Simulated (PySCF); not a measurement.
Molecule: Zn(Et)(SH), SMILES C[CH2][Zn][SH] (C2H6SZn), singlet. Atoms near the plane z = 0.0 Å, at the CAM-B3LYP/def2-SVP optimised geometry (x, y, z in Å): Zn1 (0.7, -0.4, 0.0), C2 (-1.2, -0.4, 0.0), C3 (-1.9, 0.9, 0.3), H4 (-1.6, -1.2, 0.7), H5 (-1.6, -0.7, -1.0), H6 (-1.6, 1.7, -0.4), H8 (-3.0, 0.9, 0.3), S9 (2.9, -0.4, 0.0), H10 (3.0, -1.7, -0.2).

Level of theory: CAM-B3LYP/def2-TZVP (PySCF 2.14.0). Cells within 0.4 Å of a nucleus heavier than hydrogen are left out (blank, or x). The values are rescaled to run from 0 to 1.

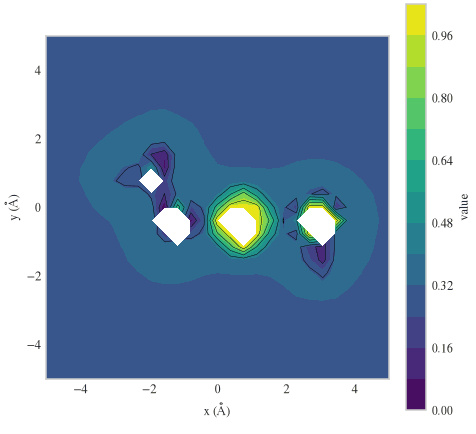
Figure. a field on the plane z = 0.0 Å.

Problem. Which quantity is mapped?
(A) log10 of the electron density
(B) deformation density (molecule minus spherical neutral atoms)
(C) electron localisation function
(D) Laplacian of the electron density

Solution. D, Laplacian of the electron density. In full: Laplacian of the electron density (e/bohr⁵), clipped to [-1.50, 1.50].
